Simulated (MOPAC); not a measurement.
## Frequency calculation of CH4ClFGe (part 2 of 2)

The same run, continued: CH4ClFGe, SMILES [CH3][GeH]([F])[Cl]; PM6, closed shell (MOPAC 23.2.5). The geometry was optimised with PM6.

Geometry of the input (Å):
```
C  -0.2341  1.0030  -0.1094
Ge 0.0868  -0.8294  0.2450
F  1.8087  -1.0135  0.4740
Cl -0.1061  -1.9170  -1.6062
H  -1.3005  1.2526  -0.1652
H  0.2146  1.6612  0.6485
H  0.2059  1.3180  -1.0691
H  -0.6037  -1.5443  1.3481
```

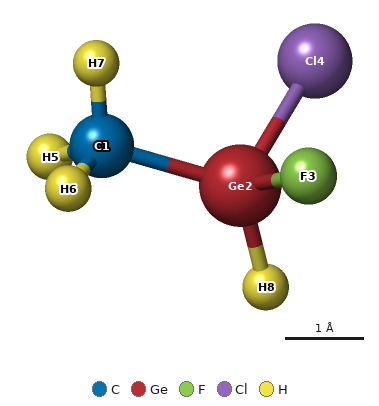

*The input geometry (ball-and-stick view, seen at a tilt; atoms are numbered from 1 in the order of the input). Sticks mark near contacts.*

The program's output, continued
```
 VIBRATION          3    3A          ATOM PAIR     ENERGY CONTRIBUTION    RADIAL
 FREQUENCY           170.93         C 1 -- Ge2         +27.6% (148.9%)      1.0%
 TRANSITION DIPOLE   0.8593         C 1 -- H 7         +18.3% (121.2%)     25.5%
 TRAVEL (Ang.)       0.2122         C 1 -- H 5         +16.8% (116.3%)     41.0%
 REDUCED MASS        8.7604         C 1 -- H 6         +15.6% (112.1%)     99.1%
 EFFECTIVE MASS     54.2273         Ge2 -- F 3         +11.4% ( 95.9%)      0.6%
 FORCE CONSTANT      0.1508

 VIBRATION          4    4A          ATOM PAIR     ENERGY CONTRIBUTION    RADIAL
 FREQUENCY           194.30         C 1 -- Ge2         +28.9% (246.0%)      3.8%
 TRANSITION DIPOLE   0.6568         C 1 -- H 6         +22.4% (216.6%)      7.2%
 TRAVEL (Ang.)       0.2182         C 1 -- H 7         +21.6% (212.6%)     41.8%
 REDUCED MASS        7.2880         C 1 -- H 5         +16.6% (186.6%)     91.2%
 EFFECTIVE MASS     90.4186
 FORCE CONSTANT      0.1621

 VIBRATION          5    5A          ATOM PAIR     ENERGY CONTRIBUTION    RADIAL
 FREQUENCY           378.93         Ge2 -- Cl4         +63.5% (101.5%)    100.0%
 TRANSITION DIPOLE   3.8733         Ge2 -- H 8         +12.9% ( 45.8%)      7.4%
 TRAVEL (Ang.)       0.0883         Ge2 -- F 3         +10.2% ( 40.7%)      2.9%
 REDUCED MASS       22.8241         C 1 -- Ge2          +9.9% ( 40.0%)      6.7%
 EFFECTIVE MASS     47.5691
 FORCE CONSTANT      1.9310

 VIBRATION          6    6A          ATOM PAIR     ENERGY CONTRIBUTION    RADIAL
 FREQUENCY           608.61         Ge2 -- H 8         +51.1% ( 79.7%)      1.0%
 TRANSITION DIPOLE   0.7919         Ge2 -- F 3         +35.7% ( 66.6%)     99.0%
 TRAVEL (Ang.)       0.1964         C 1 -- Ge2          +3.7% ( 21.5%)      0.8%
 REDUCED MASS        2.8728         Ge2 -- Cl4          +2.8% ( 18.6%)      4.5%
 EFFECTIVE MASS     13.5363
 FORCE CONSTANT      0.6269

 VIBRATION          7    7A          ATOM PAIR     ENERGY CONTRIBUTION    RADIAL
 FREQUENCY           617.95         Ge2 -- H 8         +50.9% ( 89.0%)      0.6%
 TRANSITION DIPOLE   0.7284         C 1 -- Ge2         +12.9% ( 44.8%)     94.4%
 TRAVEL (Ang.)       0.2868         C 1 -- H 7          +9.6% ( 38.7%)     68.8%
 REDUCED MASS        1.3264         Ge2 -- F 3          +8.7% ( 36.7%)     75.0%
 EFFECTIVE MASS      8.4234
 FORCE CONSTANT      0.2984

 VIBRATION          8    8A          ATOM PAIR     ENERGY CONTRIBUTION    RADIAL
 FREQUENCY           668.92         C 1 -- Ge2         +23.6% ( 73.5%)     93.6%
 TRANSITION DIPOLE   0.4818         C 1 -- H 6         +17.3% ( 62.9%)     18.4%
 TRAVEL (Ang.)       0.1781         C 1 -- H 7         +17.2% ( 62.7%)     13.5%
 REDUCED MASS        3.1772         C 1 -- H 5         +17.0% ( 62.4%)     14.2%
 EFFECTIVE MASS     14.5512         Ge2 -- F 3         +12.9% ( 54.3%)     84.0%
 FORCE CONSTANT      0.8376         Ge2 -- H 8         +11.3% ( 50.8%)     19.6%

 VIBRATION          9    9A          ATOM PAIR     ENERGY CONTRIBUTION    RADIAL
 FREQUENCY           691.82         C 1 -- Ge2         +25.5% ( 80.3%)     97.8%
 TRANSITION DIPOLE   0.3426         C 1 -- H 7         +18.8% ( 68.9%)     10.3%
 TRAVEL (Ang.)       0.1929         C 1 -- H 5         +18.6% ( 68.5%)     18.9%
 REDUCED MASS        2.6196         C 1 -- H 6         +18.2% ( 67.8%)     18.3%
 EFFECTIVE MASS     13.4941         Ge2 -- H 8         +10.9% ( 52.4%)      3.2%
 FORCE CONSTANT      0.7387

 VIBRATION         10   10A          ATOM PAIR     ENERGY CONTRIBUTION    RADIAL
 FREQUENCY           862.46         C 1 -- H 6         +45.0% ( 91.0%)     10.1%
 TRANSITION DIPOLE   0.8270         C 1 -- H 5         +25.9% ( 69.0%)      6.9%
 TRAVEL (Ang.)       0.3495         C 1 -- H 7         +18.4% ( 58.2%)      3.8%
 REDUCED MASS        0.6400         C 1 -- Ge2         +10.1% ( 43.2%)      0.2%
 EFFECTIVE MASS      3.2470
 FORCE CONSTANT      0.2805

 VIBRATION         11   11A          ATOM PAIR     ENERGY CONTRIBUTION    RADIAL
 FREQUENCY           871.21         C 1 -- H 7         +39.3% ( 84.3%)     11.3%
 TRANSITION DIPOLE   0.7892         C 1 -- H 5         +34.6% ( 79.0%)      8.0%
 TRAVEL (Ang.)       0.3489         C 1 -- H 6         +14.7% ( 51.5%)      0.3%
 REDUCED MASS        0.6357         C 1 -- Ge2         +10.3% ( 43.0%)      0.0%
 EFFECTIVE MASS      3.2544
 FORCE CONSTANT      0.2843

 VIBRATION         12   12A          ATOM PAIR     ENERGY CONTRIBUTION    RADIAL
 FREQUENCY          1217.33         C 1 -- H 6         +49.4% ( 61.2%)      0.2%
 TRANSITION DIPOLE   0.6853         C 1 -- H 5         +31.0% ( 48.4%)      3.1%
 TRAVEL (Ang.)       0.3672         C 1 -- H 7         +14.6% ( 33.3%)     26.9%
 REDUCED MASS        0.4107         C 1 -- Ge2          +5.0% ( 19.4%)      0.8%
 EFFECTIVE MASS      1.5764
 FORCE CONSTANT      0.3586

 VIBRATION         13   13A          ATOM PAIR     ENERGY CONTRIBUTION    RADIAL
 FREQUENCY          1222.30         C 1 -- H 7         +53.0% ( 63.7%)      0.2%
 TRANSITION DIPOLE   0.7069         C 1 -- H 5         +28.2% ( 46.5%)      4.5%
 TRAVEL (Ang.)       0.3576         C 1 -- H 6         +13.5% ( 32.2%)     26.2%
 REDUCED MASS        0.4313         C 1 -- Ge2          +5.2% ( 20.0%)      0.3%
 EFFECTIVE MASS      1.6058
 FORCE CONSTANT      0.3797

 VIBRATION         14   14A          ATOM PAIR     ENERGY CONTRIBUTION    RADIAL
 FREQUENCY          1280.69         C 1 -- H 5         +31.7% ( 54.8%)      2.7%
 TRANSITION DIPOLE   1.0899         C 1 -- H 7         +30.7% ( 53.9%)      1.2%
 TRAVEL (Ang.)       0.3223         C 1 -- H 6         +30.5% ( 53.7%)      1.7%
 REDUCED MASS        0.5070         C 1 -- Ge2          +7.1% ( 25.9%)     99.0%
 EFFECTIVE MASS      2.1393
 FORCE CONSTANT      0.4899

 VIBRATION         15   15A          ATOM PAIR     ENERGY CONTRIBUTION    RADIAL
 FREQUENCY          2385.36         Ge2 -- H 8         +99.9% (100.0%)    100.0%
 TRANSITION DIPOLE   0.1584
 TRAVEL (Ang.)       0.1687
 REDUCED MASS        0.9936
 EFFECTIVE MASS      1.1968
 FORCE CONSTANT      3.3308

 VIBRATION         16   16A          ATOM PAIR     ENERGY CONTRIBUTION    RADIAL
 FREQUENCY          2675.82         C 1 -- H 7         +59.0% ( 79.2%)     98.7%
 TRANSITION DIPOLE   0.9050         C 1 -- H 6         +36.3% ( 62.1%)     94.8%
 TRAVEL (Ang.)       0.2244         C 1 -- H 5          +3.9% ( 20.2%)     46.4%
 REDUCED MASS        0.5003         C 1 -- Ge2          +0.9% (  9.6%)      0.0%
 EFFECTIVE MASS      1.4621
 FORCE CONSTANT      2.1105

 VIBRATION         17   17A          ATOM PAIR     ENERGY CONTRIBUTION    RADIAL
 FREQUENCY          2686.13         C 1 -- H 5         +60.8% ( 80.4%)     98.9%
 TRANSITION DIPOLE   0.8599         C 1 -- H 6         +31.0% ( 57.4%)     93.4%
 TRAVEL (Ang.)       0.2254         C 1 -- H 7          +7.2% ( 27.7%)     65.5%
 REDUCED MASS        0.4940         C 1 -- Ge2          +0.9% (  9.8%)      0.0%
 EFFECTIVE MASS      1.4755
 FORCE CONSTANT      2.1003

 VIBRATION         18   18A          ATOM PAIR     ENERGY CONTRIBUTION    RADIAL
 FREQUENCY          2778.35         C 1 -- H 5         +34.9% ( 56.8%)     96.0%
 TRANSITION DIPOLE   0.8229         C 1 -- H 7         +33.1% ( 55.4%)     95.8%
 TRAVEL (Ang.)       0.2724         C 1 -- H 6         +31.8% ( 54.2%)     95.4%
 REDUCED MASS        0.3271         C 1 -- Ge2          +0.2% (  4.8%)     99.9%
 EFFECTIVE MASS      1.1432
 FORCE CONSTANT      1.4877

      SYMMETRY NUMBER FOR POINT-GROUP C1  =  1

          SYSTEM IS A GROUND STATE

 CH4ClFGe

          MOLECULE IS NOT LINEAR

          THERE ARE 18 GENUINE VIBRATIONS IN THIS SYSTEM
          THIS THERMODYNAMICS CALCULATION IS LIMITED TO
          MOLECULES WHICH HAVE NO INTERNAL ROTATIONS

                    CALCULATED THERMODYNAMIC PROPERTIES
                                          *
   TEMP. (K)   PARTITION FUNCTION   H.O.F.    ENTHALPY  HEAT CAPACITY ENTROPY
                                   KCAL/MOL   CAL/MOLE    CAL/K/MOL  CAL/K/MOL

 298.00  VIB.     0.3895D+02                  2326.1741    14.5089    15.0839
         ROT.     0.1534D+06                   888.2803     2.9808    26.7094
         INT.     0.5975D+07                  3214.4545    17.4897    41.7933
         TRA.     0.1655D+28                  1480.4672     4.9680    40.7837
         TOT.                     -107.435    4694.9216    22.4578    82.5770

 200.00  VIB.     0.1037D+02                  1100.7257    10.4010    10.1519
         ROT.     0.8433D+05                   596.1613     2.9808    25.5207
         INT.     0.8747D+06                  1696.8870    13.3818    35.6727
         TRA.     0.9098D+27                   993.6021     4.9680    38.8025
         TOT.                     -109.440    2690.4891    18.3498    74.4752

 210.00  VIB.     0.1191D+02                  1206.9454    10.8426    10.6701
         ROT.     0.9074D+05                   625.9693     2.9808    25.6662
         INT.     0.1080D+07                  1832.9148    13.8234    36.3363
         TRA.     0.9788D+27                  1043.2822     4.9680    39.0449
         TOT.                     -109.254    2876.1970    18.7914    75.3812

 220.00  VIB.     0.1366D+02                  1317.5696    11.2817    11.1846
         ROT.     0.9729D+05                   655.7774     2.9808    25.8048
         INT.     0.1329D+07                  1973.3470    14.2625    36.9895
         TRA.     0.1050D+28                  1092.9623     4.9680    39.2761
         TOT.                     -109.064    3066.3093    19.2305    76.2655

 230.00  VIB.     0.1566D+02                  1432.5664    11.7170    11.6957
         ROT.     0.1040D+06                   685.5855     2.9808    25.9373
         INT.     0.1629D+07                  2118.1519    14.6978    37.6331
         TRA.     0.1122D+28                  1142.6424     4.9680    39.4969
         TOT.                     -108.869    3260.7944    19.6658    77.1300

 240.00  VIB.     0.1794D+02                  1551.8931    12.1475    12.2035
         ROT.     0.1109D+06                   715.3935     2.9808    26.0642
         INT.     0.1989D+07                  2267.2866    15.1283    38.2677
         TRA.     0.1196D+28                  1192.3226     4.9680    39.7083
         TOT.                     -108.670    3459.6092    20.0963    77.9761

 250.00  VIB.     0.2054D+02                  1675.4964    12.5722    12.7080
         ROT.     0.1179D+06                   745.2016     2.9808    26.1859
         INT.     0.2421D+07                  2420.6980    15.5530    38.8939
         TRA.     0.1271D+28                  1242.0027     4.9680    39.9111
         TOT.                     -108.467    3662.7007    20.5210    78.8051

 260.00  VIB.     0.2350D+02                  1803.3148    12.9903    13.2093
         ROT.     0.1250D+06                   775.0097     2.9808    26.3028
         INT.     0.2937D+07                  2578.3244    15.9711    39.5121
         TRA.     0.1348D+28                  1291.6828     4.9680    40.1060
         TOT.                     -108.260    3870.0072    20.9391    79.6181

 270.00  VIB.     0.2687D+02                  1935.2788    13.4012    13.7073
         ROT.     0.1323D+06                   804.8177     2.9808    26.4153
         INT.     0.3554D+07                  2740.0965    16.3820    40.1226
         TRA.     0.1427D+28                  1341.3629     4.9680    40.2935
         TOT.                     -108.049    4081.4594    21.3500    80.4161

 280.00  VIB.     0.3070D+02                  2071.3133    13.8043    14.2020
         ROT.     0.1397D+06                   834.6258     2.9808    26.5237
         INT.     0.4288D+07                  2905.9391    16.7851    40.7257
         TRA.     0.1507D+28                  1391.0430     4.9680    40.4742
         TOT.                     -107.833    4296.9821    21.7531    81.1998

 290.00  VIB.     0.3505D+02                  2211.3379    14.1992    14.6933
         ROT.     0.1472D+06                   864.4339     2.9808    26.6283
         INT.     0.5161D+07                  3075.7718    17.1800    41.3216
         TRA.     0.1588D+28                  1440.7231     4.9680    40.6485
         TOT.                     -107.614    4516.4948    22.1480    81.9701

 300.00  VIB.     0.4000D+02                  2355.2687    14.5855    15.1812
         ROT.     0.1549D+06                   894.2419     2.9808    26.7293
         INT.     0.6196D+07                  3249.5106    17.5663    41.9105
         TRA.     0.1671D+28                  1490.4032     4.9680    40.8169
         TOT.                     -107.390    4739.9138    22.5343    82.7275

 310.00  VIB.     0.4561D+02                  2503.0187    14.9630    15.6656
         ROT.     0.1627D+06                   924.0500     2.9808    26.8271
         INT.     0.7423D+07                  3427.0687    17.9438    42.4927
         TRA.     0.1756D+28                  1540.0833     4.9680    40.9798
         TOT.                     -107.163    4967.1520    22.9118    83.4725

 320.00  VIB.     0.5198D+02                  2654.4995    15.3316    16.1465
         ROT.     0.1707D+06                   953.8580     2.9808    26.9217
         INT.     0.8872D+07                  3608.3576    18.3124    43.0683
         TRA.     0.1841D+28                  1589.7634     4.9680    41.1375
         TOT.                     -106.932    5198.1210    23.2804    84.2058

 330.00  VIB.     0.5921D+02                  2809.6213    15.6912    16.6238
         ROT.     0.1787D+06                   983.6661     2.9808    27.0134
         INT.     0.1058D+08                  3793.2874    18.6720    43.6373
         TRA.     0.1928D+28                  1639.4435     4.9680    41.2904
         TOT.                     -106.697    5432.7310    23.6401    84.9277

 340.00  VIB.     0.6739D+02                  2968.2943    16.0419    17.0975
         ROT.     0.1869D+06                  1013.4742     2.9808    27.1024
         INT.     0.1260D+08                  3981.7684    19.0227    44.1999
         TRA.     0.2017D+28                  1689.1236     4.9680    41.4387
         TOT.                     -106.459    5670.8920    23.9907    85.6387

 350.00  VIB.     0.7667D+02                  3130.4286    16.3835    17.5675
         ROT.     0.1952D+06                  1043.2822     2.9808    27.1888
         INT.     0.1497D+08                  4173.7108    19.3643    44.7563
         TRA.     0.2106D+28                  1738.8037     4.9680    41.5827
         TOT.                     -106.218    5912.5146    24.3324    86.3390

 360.00  VIB.     0.8716D+02                  3295.9356    16.7164    18.0337
         ROT.     0.2037D+06                  1073.0903     2.9808    27.2728
         INT.     0.1775D+08                  4369.0259    19.6972    45.3065
         TRA.     0.2197D+28                  1788.4838     4.9680    41.7227
         TOT.                     -105.973    6157.5097    24.6652    87.0292

 370.00  VIB.     0.9903D+02                  3464.7277    17.0406    18.4962
         ROT.     0.2122D+06                  1102.8984     2.9808    27.3545
         INT.     0.2101D+08                  4567.6261    20.0214    45.8506
         TRA.     0.2289D+28                  1838.1639     4.9680    41.8588
         TOT.                     -105.724    6405.7900    24.9894    87.7094

 380.00  VIB.     0.1124D+03                  3636.7191    17.3563    18.9548
         ROT.     0.2209D+06                  1132.7064     2.9808    27.4340
         INT.     0.2484D+08                  4769.4255    20.3371    46.3888
         TRA.     0.2383D+28                  1887.8440     4.9680    41.9913
         TOT.                     -105.473    6657.2695    25.3051    88.3801

 390.00  VIB.     0.1276D+03                  3811.8258    17.6637    19.4096
         ROT.     0.2296D+06                  1162.5145     2.9808    27.5114
         INT.     0.2930D+08                  4974.3403    20.6445    46.9210
         TRA.     0.2477D+28                  1937.5242     4.9680    42.1204
         TOT.                     -105.218    6911.8645    25.6125    89.0414

 400.00  VIB.     0.1447D+03                  3989.9662    17.9631    19.8606
         ROT.     0.2385D+06                  1192.3226     2.9808    27.5869
         INT.     0.3452D+08                  5182.2888    20.9439    47.4475
         TRA.     0.2573D+28                  1987.2043     4.9680    42.2461
         TOT.                     -104.961    7169.4931    25.9119    89.6936

   *: NOTE: HEATS OF FORMATION ARE RELATIVE TO THE
            ELEMENTS IN THEIR STANDARD STATE AT 298K
              (=  Standard Enthalpy of Formation).

            Hvib:  Zero-point energy is not included.
                   frequencies of less than zero cm-1 are not included.
            Hrot = (3/2)RT
            Htra = (3/2)RT + pV = (5/2)RT

            Heat capacity is Cp, not Cv

           FORCE CONSTANT IN CARTESIAN COORDINATES (Millidynes/A)

    ATOM   CHEMICAL       X               Y               Z
   NUMBER   SYMBOL  FORCE CONSTANT  FORCE CONSTANT  FORCE CONSTANT

      1       C        5.302991        5.912613        5.753576
      2      Ge        4.802744        4.520682        3.660676
      3       F        0.531092        3.505770        0.210625
      4      Cl        0.321384        0.260602        1.930494
      5       H        1.159880        3.502798        0.527709
      6       H        1.123257        1.638516        2.411965
      7       H        1.109204        1.008312        3.077054
      8       H        1.084533        0.988363        1.735412

 *                    *
 * JOB ENDED NORMALLY *
 *                    *

 TOTAL JOB TIME:             0.12 SECONDS

 == MOPAC DONE ==
```

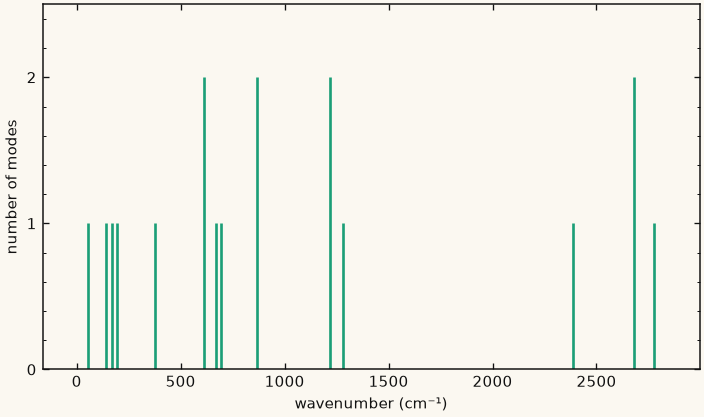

*Harmonic vibrational wavenumbers from the force constants; neighbouring modes closer than 12 cm⁻¹ are counted in one stick.*

18 modes from 54 to 2778 cm⁻¹, none imaginary.

Key numbers

- outcome: converged
- heat of formation: −107.44 kcal/mol
- basis functions: 25
- zero-point energy: 0.044433 hartree
- wavenumbers, lowest and highest: 54 and 2778 cm⁻¹
- hardware: 1 thread of Arm Neoverse V1, 24 GiB of memory available, shared host
- peak memory: 0.072 GiB

MOPAC's energies along a path are heats of formation.
